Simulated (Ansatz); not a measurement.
# Nudged elastic band of C2H10AlN (part 1 of 2)

C2H10AlN, computed with RKS PBE0-D4/def2-mTZVP (Ansatz 0.2.0).

It belongs to a series of runs on one base structure; here: band between the two ends. Figures and captions count atoms from 1; the log counts them from 0 in places.

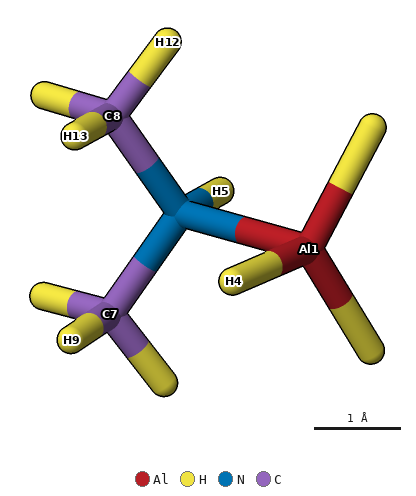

Fig. 1: The input geometry (stick view, seen at a tilt; atoms are numbered from 1 in the order of the input). Sticks mark near contacts. Bond lengths as drawn: Al–H 1.61 Å, Al–N 2.05 Å, C–H 1.09 Å, C–N 1.47 Å and H–N 1.02 Å.

### Input file
```yaml
crystal:
  periodic: [false, false, false]
  atoms:
    - { symbol: Al, position_ang: [-0.463672, -1.732331, 0.299163] }
    - { symbol: H, position_ang: [-1.67379, -1.671528, 1.35829] }
    - { symbol: H, position_ang: [-0.790544, -2.342034, -1.153273] }
    - { symbol: H, position_ang: [1.021419, -1.956306, 0.87655] }
    - { symbol: H, position_ang: [-1.232188, 0.512997, -0.55599] }
    - { symbol: "N", position_ang: [-0.322532, 0.254494, -0.17777] }
    - { symbol: C, position_ang: [-0.073017, 1.071167, 1.018392] }
    - { symbol: C, position_ang: [0.690198, 0.483968, -1.217507] }
    - { symbol: H, position_ang: [0.87859, 0.767995, 1.454636] }
    - { symbol: H, position_ang: [-0.033154, 2.137319, 0.7772] }
    - { symbol: H, position_ang: [-0.858941, 0.888553, 1.749794] }
    - { symbol: H, position_ang: [0.440733, -0.102576, -2.100666] }
    - { symbol: H, position_ang: [1.656567, 0.145754, -0.843295] }
    - { symbol: H, position_ang: [0.760333, 1.542527, -1.485422] }
basis:
  gaussian: { orbitals: def2-mTZVP }
hamiltonian:
  xc: pbe0
  dispersion: d4
neb:
  order_check: false
  images: 5
  f_tol: 0.03
  max_iterations: 60
  final_atoms:
    - { symbol: Al, position_ang: [0.25397758, -1.88078063, 0.23997294] }
    - { symbol: H, position_ang: [-2.98159343, 0.33947646, -0.20190309] }
    - { symbol: H, position_ang: [0.24721568, -2.76475285, -1.07703261] }
    - { symbol: H, position_ang: [0.11938837, -2.42770266, 1.72278445] }
    - { symbol: H, position_ang: [-2.27070153, 0.12160014, -0.13757435] }
    - { symbol: "N", position_ang: [0.43067321, -0.12270183, 0.03738367] }
    - { symbol: C, position_ang: [0.45118475, 0.81709915, 1.1351293] }
    - { symbol: C, position_ang: [0.56679961, 0.53363679, -1.24292832] }
    - { symbol: H, position_ang: [1.38875941, 1.38981252, 1.15777314] }
    - { symbol: H, position_ang: [-0.37087819, 1.5431295, 1.0598022] }
    - { symbol: H, position_ang: [0.35239303, 0.30115144, 2.09249102] }
    - { symbol: H, position_ang: [0.55409928, -0.19341858, -2.05761848] }
    - { symbol: H, position_ang: [1.50883414, 1.09553297, -1.30922645] }
    - { symbol: H, position_ang: [-0.2501499, 1.24791659, -1.41895142] }
  initial_path:
    images:
      - { positions_ang: [[-0.463672, -1.732331, 0.299163], [-1.67379, -1.671528, 1.35829], [-0.790544, -2.342034, -1.153273], [1.021419, -1.956306, 0.87655], [-1.232188, 0.512997, -0.55599], [-0.322532, 0.254494, -0.17777], [-0.073017, 1.071167, 1.018392], [0.690198, 0.483968, -1.217507], [0.87859, 0.767995, 1.454636], [-0.033154, 2.137319, 0.7772], [-0.858941, 0.888553, 1.749794], [0.440733, -0.102576, -2.100666], [1.656567, 0.145754, -0.843295], [0.760333, 1.542527, -1.485422]] }
      - { positions_ang: [[-0.46526168, -1.80528189, 0.30797452], [-1.79427044, -1.36504005, 0.89978867], [-0.58964317, -2.56689362, -1.02220587], [0.57634509, -2.09656678, 1.18723607], [-1.23202341, 0.2789772, -0.41383895], [-0.19366858, 0.22879091, -0.15578684], [0.0556946, 1.04589482, 1.03131629], [0.65482962, 0.5764895, -1.25445964], [1.04727677, 0.90300615, 1.36894816], [-0.08431081, 2.08117616, 0.84394861], [-0.5970161, 0.74848751, 1.81094034], [0.42603602, -0.04176287, -2.11955017], [1.65805295, 0.41093558, -0.98025538], [0.53796115, 1.60178637, -1.50395382]] }
      - { positions_ang: [[-0.46685137, -1.87823277, 0.31678604], [-1.91475087, -1.0585521, 0.44128734], [-0.38874234, -2.79175325, -0.89113874], [0.13127119, -2.23682756, 1.49792215], [-1.23185882, 0.04495741, -0.27168791], [-0.06480517, 0.20308783, -0.13380367], [0.18440621, 1.02062265, 1.04424058], [0.61946123, 0.669011, -1.29141228], [1.21596354, 1.0380173, 1.28326032], [-0.13546763, 2.02503331, 0.91069722], [-0.33509121, 0.60842202, 1.87208669], [0.41133903, 0.01905025, -2.13843434], [1.6595389, 0.67611716, -1.11721576], [0.3155893, 1.66104575, -1.52248563]] }
      - { positions_ang: [[-0.46844105, -1.95118366, 0.32559755], [-2.03523131, -0.75206415, -0.01721399], [-0.18784151, -3.01661287, -0.76007161], [-0.31380272, -2.37708833, 1.80860822], [-1.23169423, -0.18906239, -0.12953686], [0.06405825, 0.17738474, -0.11182051], [0.31311781, 0.99535047, 1.05716486], [0.58409285, 0.7615325, -1.32836492], [1.38465031, 1.17302845, 1.19757248], [-0.18662444, 1.96889047, 0.97744583], [-0.07316631, 0.46835654, 1.93323303], [0.39664205, 0.07986338, -2.15731851], [1.66102486, 0.94129873, -1.25417614], [0.09321745, 1.72030512, -1.54101745]] }
      - { positions_ang: [[-0.22763484, -1.92771598, 0.29705601], [-2.35068535, -0.38821728, -0.07877702], [-0.04282245, -2.93265953, -0.86572528], [-0.16940569, -2.39395978, 1.7800003], [-1.57803, -0.08550821, -0.13221603], [0.18626324, 0.07735588, -0.06208578], [0.35914012, 0.93593337, 1.08315301], [0.57832843, 0.68556726, -1.29988605], [1.38602001, 1.24528981, 1.18430604], [-0.24804236, 1.82697015, 1.00489795], [0.0686868, 0.4126215, 1.98631902], [0.44912779, -0.01123061, -2.12408516], [1.61029462, 0.99271015, -1.27252624], [-0.02123834, 1.56284228, -1.50032877]] }
      - { positions_ang: [[0.01317137, -1.90424831, 0.26851448], [-2.66613939, -0.02437041, -0.14034006], [0.10219662, -2.84870619, -0.97137894], [-0.02500866, -2.41083122, 1.75139238], [-1.92436577, 0.01804597, -0.13489519], [0.30846823, -0.02267298, -0.01235105], [0.40516243, 0.87651626, 1.10914116], [0.57256402, 0.60960203, -1.27140718], [1.38738971, 1.31755116, 1.17103959], [-0.30946027, 1.68504982, 1.03235008], [0.21053991, 0.35688647, 2.03940502], [0.50161353, -0.1023246, -2.09085182], [1.55956438, 1.04412156, -1.29087634], [-0.13569412, 1.40537943, -1.4596401]] }
      - { positions_ang: [[0.25397758, -1.88078063, 0.23997294], [-2.98159343, 0.33947646, -0.20190309], [0.24721568, -2.76475285, -1.07703261], [0.11938837, -2.42770266, 1.72278445], [-2.27070153, 0.12160014, -0.13757435], [0.43067321, -0.12270183, 0.03738367], [0.45118475, 0.81709915, 1.1351293], [0.56679961, 0.53363679, -1.24292832], [1.38875941, 1.38981252, 1.15777314], [-0.37087819, 1.5431295, 1.0598022], [0.35239303, 0.30115144, 2.09249102], [0.55409928, -0.19341858, -2.05761848], [1.50883414, 1.09553297, -1.30922645], [-0.2501499, 1.24791659, -1.41895142]] }
```

Launched with:
```bash
ansatz run input.yaml --threads 2 --pin off --max-ram 3072MiB --backend cpu --events-out ev --progress --plain --runs-dir out
```

### What the program printed
```
Engine: ansatz 0.2.0, x86_64-unknown-linux-gnu
Functional definition: PBE0
  parameter a = 0.25
  parameter kappa = 0.804
  parameter beta = 0.06672455060314922
  exchange = (1 - a)*pbe_x(kappa = kappa, mu = beta*pi^2/3) + a*exact_x
  correlation = pbe_c(beta = beta)
1119 factors; integrals over basis functions are off by at most 5.4e-4 eV
mean field evaluation 1: about -10311.1513 eV, gradient 5.3e1 eV
mean field evaluation 2: about -10308.9423 eV, gradient 6.1e1 eV
mean field evaluation 4: about -10317.2976 eV, gradient 3.1e0 eV
mean field evaluation 8: about -10317.3904 eV, gradient 5.7e-2 eV
mean field evaluation 16: about -10317.3904 eV, gradient 1.6e-5 eV
mean field -10317.39042366 eV, -379.1571046912 hartree, gradient 1.6e-5 eV, S^2 0.000000; 0 other end points of the search recorded, 0 dependent functions left out
the calculation of the forces begins
reference -10317.39046131 eV, -379.1571060749 hartree; 21, 21 occupied and 88, 88 virtual orbitals, 1119 factors
1119 factors; integrals over basis functions are off by at most 1.4e-3 eV
mean field evaluation 32: about -10316.6599 eV, gradient 4.5e-5 eV
mean field -10316.65985947 eV, -379.1302569523 hartree, gradient 4.5e-5 eV, S^2 0.000000; 0 other end points of the search recorded, 0 dependent functions left out
[... from here on the field's lines of each further geometry are left out, up to the last ...]
NEB iter   1: max|band force component| = 4.116e0 eV/Å  barrier→ = 2.1378 eV  barrier← = 1.3964 eV  Δτ_max = 0.2000 Å  (179 SCF iters)
NEB iter   2: max|band force component| = 2.537e0 eV/Å  barrier→ = 1.4934 eV  barrier← = 0.7520 eV  Δτ_max = 0.2000 Å  (143 SCF iters)
NEB iter   3: max|band force component| = 3.312e0 eV/Å  barrier→ = 1.1916 eV  barrier← = 0.4502 eV  Δτ_max = 0.0997 Å  (142 SCF iters)
NEB iter   4: max|band force component| = 7.638e-1 eV/Å  barrier→ = 0.9879 eV  barrier← = 0.2465 eV  Δτ_max = 0.1606 Å  (141 SCF iters)
NEB iter   5: max|band force component| = 3.437e-1 eV/Å  barrier→ = 0.9350 eV  barrier← = 0.1936 eV  CI = image 4  Δτ_max = 0.1996 Å  (141 SCF iters)
NEB iter   6: max|band force component| = 1.882e0 eV/Å  barrier→ = 1.1019 eV  barrier← = 0.3605 eV  CI = image 4  Δτ_max = 0.0919 Å  (141 SCF iters)
NEB iter   7: max|band force component| = 1.428e0 eV/Å  barrier→ = 1.1943 eV  barrier← = 0.4529 eV  CI = image 4  Δτ_max = 0.0999 Å  (138 SCF iters)
NEB iter   8: max|band force component| = 1.267e0 eV/Å  barrier→ = 1.3161 eV  barrier← = 0.5747 eV  CI = image 4  Δτ_max = 0.2000 Å  (138 SCF iters)
NEB iter   9: max|band force component| = 8.375e-1 eV/Å  barrier→ = 1.4563 eV  barrier← = 0.7149 eV  CI = image 4  Δτ_max = 0.1990 Å  (136 SCF iters)
NEB iter  10: max|band force component| = 3.529e0 eV/Å  barrier→ = 2.0393 eV  barrier← = 1.2979 eV  CI = image 4  Δτ_max = 0.0988 Å  (139 SCF iters)
NEB iter  11: max|band force component| = 1.088e0 eV/Å  barrier→ = 1.6298 eV  barrier← = 0.8884 eV  CI = image 4  Δτ_max = 0.0708 Å  (131 SCF iters)
NEB iter  12: max|band force component| = 4.890e-1 eV/Å  barrier→ = 1.5792 eV  barrier← = 0.8378 eV  CI = image 4  Δτ_max = 0.0687 Å  (132 SCF iters)
NEB iter  13: max|band force component| = 4.068e-1 eV/Å  barrier→ = 1.5499 eV  barrier← = 0.8085 eV  CI = image 4  Δτ_max = 0.0753 Å  (138 SCF iters)
NEB iter  14: max|band force component| = 2.364e-1 eV/Å  barrier→ = 1.5621 eV  barrier← = 0.8207 eV  CI = image 4  Δτ_max = 0.1532 Å  (131 SCF iters)
NEB iter  15: max|band force component| = 5.088e-1 eV/Å  barrier→ = 1.5877 eV  barrier← = 0.8463 eV  CI = image 4  Δτ_max = 0.0780 Å  (130 SCF iters)
NEB iter  16: max|band force component| = 1.417e-1 eV/Å  barrier→ = 1.5569 eV  barrier← = 0.8155 eV  CI = image 4  Δτ_max = 0.0318 Å  (126 SCF iters)
NEB iter  17: max|band force component| = 9.341e-2 eV/Å  barrier→ = 1.5531 eV  barrier← = 0.8117 eV  CI = image 4  Δτ_max = 0.0103 Å  (106 SCF iters)
NEB iter  18: max|band force component| = 3.568e-2 eV/Å  barrier→ = 1.5523 eV  barrier← = 0.8109 eV  CI = image 4  Δτ_max = 0.0327 Å  (107 SCF iters)
NEB iter  19: max|band force component| = 3.133e-2 eV/Å  barrier→ = 1.5514 eV  barrier← = 0.8100 eV  CI = image 4  Δτ_max = 0.0064 Å  (124 SCF iters)
the calculation of the forces begins
reference -10316.63327810 eV, -379.1292801049 hartree; 21, 21 occupied and 88, 88 virtual orbitals, 1119 factors
1119 factors; integrals over basis functions are off by at most 7.1e-4 eV
mean field -10315.83882564 eV, -379.1000845156 hartree, gradient 1.0e-5 eV, S^2 0.000000; 1 other end points of the search recorded, 0 dependent functions left out
the calculation of the forces begins
reference -10315.83886446 eV, -379.1000859423 hartree; 21, 21 occupied and 88, 88 virtual orbitals, 1119 factors
NEB iter  20: max|band force component| = 1.948e-2 eV/Å  barrier→ = 1.5514 eV  barrier← = 0.8100 eV  CI = image 4  Δτ_max = 0.0000 Å  (232 SCF iters)
```
